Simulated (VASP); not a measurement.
Band structure of GaN (relaxed from the CsCl type structure, space group Pm-3m). Computed with PBE GGA, VASP's PBE PAW potentials (set 64) (plane waves; VASP).

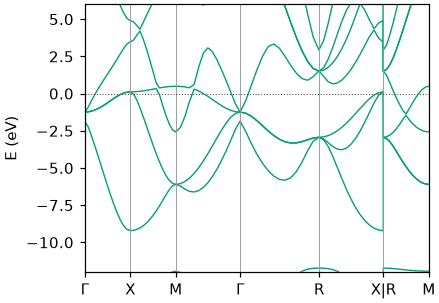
Fig. 1. Bands along high-symmetry lines, zero at the valence-band maximum or, without a gap, the Fermi level

Q: Read the plot: is there a gap, and where are the band edges?

A: It has no gap at this level: it comes out as a metal or semimetal. (Edges off the drawn lines would not show.)

The structure was generated: GaN was put into the CsCl type type (Pm-3m), which need not be its known phase. It was relaxed first, which changed the volume by +31 %.
